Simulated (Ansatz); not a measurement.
# One shape, several levels: BPH4 (SMILES BP)

Aim: a comparison of 6 runs (UHF/STO-3G, CAM-B3LYP/STO-3G, UPBE0/STO-3G, r2SCAN0/STO-3G, RPA@PBE/STO-3G, CCSD(T)/STO-3G) of BPH4. 

The results are computed with Ansatz 0.2.0.

53 further runs of the same task are left out: 53 set aside as unsound or not needed.

## (1) The structure to begin with

BPH4: 6 atoms, total charge 0, spin state singlet. As SMILES, `BP`. The H5–P2 distance was set to 3.446 Å, away from the relaxed value. At this shape a bond of the SMILES string is far longer than usual.

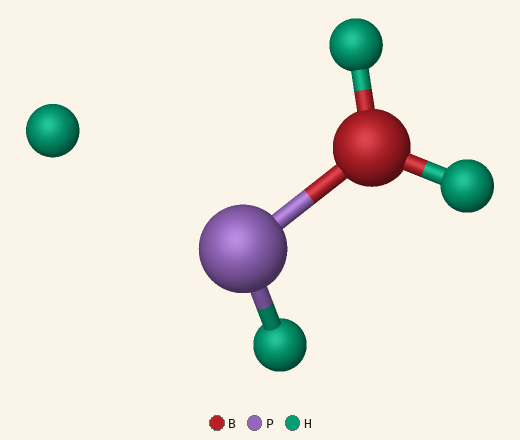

Viewed from a chosen angle; boron red, phosphorus purple, hydrogen teal.

## (2) The energy at UHF/STO-3G (run 1)

Contents of molecule.yaml:

```yaml
crystal:
  periodic: [false, false, false]
  atoms:
    - symbol: B
      position_ang: [-0.327903, -1.453394, 2.073951]
    - symbol: P
      position_ang: [0.048177, 0.343336, 2.214701]
    - symbol: H
      position_ang: [-1.108023, -1.936624, 2.798001]
    - symbol: H
      position_ang: [0.328667, -2.126304, 1.379141]
    - symbol: H
      position_ang: [0.599110, 1.319050, -1.043720]
    - symbol: H
      position_ang: [-1.192833, 0.926766, 2.353281]
basis:
  gaussian:
    orbitals: STO-3G
magnetization:
  spin_polarized: true
hamiltonian:
  xc: hf
accuracy: high
```

Launch:

```bash
$ ansatz run molecule.yaml --threads 1 --pin off --max-ram 2610MiB --events-out events.jsonl --progress --plain --runs-dir runs
```

Standard output:

```text
Warning: RAYON_NUM_THREADS=1 ignored (pool sized by the plan → 1); use --threads N
Functional definition: HF
  name "HF"
  exchange = exact_x
  correlation = 0
308 factors; integrals over basis functions are off by at most 5.2e-9 eV
mean field evaluation 1: about -9878.6851 eV, gradient 1.1e1 eV
mean field evaluation 2: about -9878.6978 eV, gradient 1.1e1 eV
mean field evaluation 4: about -9884.0172 eV, gradient 2.8e0 eV
mean field evaluation 8: about -9884.1504 eV, gradient 7.4e-2 eV
mean field evaluation 16: about -9884.1489 eV, gradient 1.9e-4 eV
mean field evaluation 32: about -9889.7233 eV, gradient 7.7e-1 eV
mean field evaluation 64: about -9883.3407 eV, gradient 7.1e0 eV
mean field evaluation 96: about -9882.8342 eV, gradient 1.1e1 eV
mean field evaluation 128: about -9884.2142 eV, gradient 3.1e0 eV
mean field evaluation 160: about -9884.1489 eV, gradient 7.2e-2 eV
mean field -9889.76550681 eV, -363.4421788514 hartree, gradient 1.9e-8 eV, S^2 1.002407; 4 other end points of the search recorded, 0 dependent functions left out
reference -9889.76550681 eV, -363.4421788514 hartree; 12, 12 occupied and 6, 6 virtual orbitals, 308 factors
Total energy: -9889.76550681 eV, -363.4421788514 hartree
```

Run time: 0.22 s. Hardware: 1 thread of AMD EPYC 7R13 (Zen 3), shared host.

## (3) The energy at CAM-B3LYP/STO-3G (run 2)

Contents of in.yaml:

```yaml
crystal:
  periodic: [false, false, false]
  atoms:
    - {symbol: B, position_ang: [-0.327903, -1.453394, 2.073951]}
    - {symbol: P, position_ang: [0.048177, 0.343336, 2.214701]}
    - {symbol: H, position_ang: [-1.108023, -1.936624, 2.798001]}
    - {symbol: H, position_ang: [0.328667, -2.126304, 1.379141]}
    - {symbol: H, position_ang: [0.599110, 1.319050, -1.043720]}
    - {symbol: H, position_ang: [-1.192833, 0.926766, 2.353281]}
basis:
  gaussian: {orbitals: STO-3G}
hamiltonian: {xc: {name: CAM-B3LYP}}
accuracy: high
```

Launch:

```bash
$ ansatz run in.yaml --threads 1 --pin off --max-ram 2610MiB --events-out events.jsonl --progress --plain --runs-dir runs
```

Standard output:

```text
Warning: RAYON_NUM_THREADS=1 ignored (pool sized by the plan → 1); use --threads N
Functional definition: CAM-B3LYP
  name "CAM-B3LYP"
  parameter alpha = 0.19
  parameter beta = 0.46
  parameter omega = 0.33/bohr
  parameter ac = 0.81
  exchange = (1 - alpha - beta)*b88_x + beta*b88_x_sr(omega) + alpha*exact_x + beta*exact_x_lr(omega)
  correlation = (1 - ac)*vwn5_c + ac*lyp_c
308 factors; integrals over basis functions are off by at most 5.2e-9 eV
158 factors; integrals over basis functions are off by at most 1.3e-9 eV
mean field evaluation 1: about -9898.8872 eV, gradient 1.8e1 eV
mean field evaluation 2: about -9895.5580 eV, gradient 2.4e1 eV
mean field evaluation 4: about -9906.8822 eV, gradient 2.3e0 eV
mean field evaluation 8: about -9906.9258 eV, gradient 7.5e-1 eV
mean field evaluation 16: about -9906.8873 eV, gradient 1.9e-4 eV
mean field -9906.88731418 eV, -364.0713936668 hartree, gradient 1.1e-8 eV, S^2 0.000000; 0 other end points of the search recorded, 0 dependent functions left out
reference -9906.88732895 eV, -364.0713942095 hartree; 12, 12 occupied and 6, 6 virtual orbitals, 308 factors
Total energy: -9906.88732895 eV, -364.0713942095 hartree
```

Run time: 0.76 s. Hardware: 1 thread of AMD EPYC 7R13 (Zen 3), shared host; peak memory 0.12 GiB.

Runs 3 to 5 aren't shown in full; the table further down has their settings and results.

## (4) The energy at CCSD(T)/STO-3G (run 6)

Contents of run.yaml:

```yaml
basis:
  gaussian: {orbitals: STO-3G}
crystal:
  periodic: [false, false, false]
  atoms:
    - {symbol: B, position_ang: [-0.327903, -1.453394, 2.073951]}
    - {symbol: P, position_ang: [0.048177, 0.343336, 2.214701]}
    - {symbol: H, position_ang: [-1.108023, -1.936624, 2.798001]}
    - {symbol: H, position_ang: [0.328667, -2.126304, 1.379141]}
    - {symbol: H, position_ang: [0.599110, 1.319050, -1.043720]}
    - {symbol: H, position_ang: [-1.192833, 0.926766, 2.353281]}
scf: {omitted_lower_state_checks: [cluster_reference, increment]}
accuracy: high
correlation: {method: ccsd_t, frozen_orbitals: {B: 1, H: 0, P: 5}}
```

Launch:

```bash
$ ansatz run run.yaml --threads 1 --pin off --max-ram 2610MiB --events-out events.jsonl --progress --plain --runs-dir runs
```

Standard output:

```text
Warning: RAYON_NUM_THREADS=1 ignored (pool sized by the plan → 1); use --threads N
[... 12 lines left out ...]
6 core orbitals not correlated: weight in the atoms' cores, before any rotation towards them, 1.000 or more for the frozen orbitals, at most 0.000 for the correlated occupied ones
[... 39 lines left out ...]
WARN: these amplitudes may be one of several solutions (largest doubles amplitude 0.87, level shift 13.21 eV)
Total energy: -9892.18268140 eV, -363.5310083794 hartree
Checks for a lower state left out: cluster_reference, increment
```

Wall time 0.14 s (1 thread of AMD EPYC 7R13 (Zen 3), shared host).

## (5) The series

| run | level | frozen core orbitals | energy (Eh) | wall time |
| --- | --- | --- | --- | --- |
| 1 | UHF/STO-3G | – | -363.442179 | 0.22 s |
| 2 | CAM-B3LYP/STO-3G | – | -364.071394 | 0.76 s |
| 3 | UPBE0/STO-3G | – | -364.055784 | 2 s |
| 4 | r2SCAN0/STO-3G | – | -364.089398 | 1.6 s |
| 5 | RPA@PBE/STO-3G | 6 | -363.547909 | 1.4 s |
| 6 | CCSD(T)/STO-3G | 6 | -363.531008 | 0.14 s |

## (6) Results

| quantity | value |
| --- | --- |
| run 6: total energy | -363.53101 Eh |
| run 6: correlation energy (6 core orbitals frozen) | -295.2 mEh |
| run 6: (T) correction | -10.23 mEh |
| run 6: T1 diagnostic | 0.035 |

**Reading.** Totals of different functionals can't be ranked against each other. In run 6 the T1 diagnostic is large, so a single reference may not serve. In runs 5, 6 the log says that unrestricted orbitals would lower the reference, so the values rest on an unstable closed-shell determinant (other closed-shell runs at this shape may share the fault). In runs 1, 2, 3, 4, 5, 6 the basis is minimal, so the values are rough. Spin contamination of the reference: run 1 ⟨S²⟩ = 1.00, run 3 ⟨S²⟩ = 1.00. Where it is this large, the reference is a mixture of spin states, and values that rest on it are in doubt. All runs together took 6.1 s, the longest 2 s.
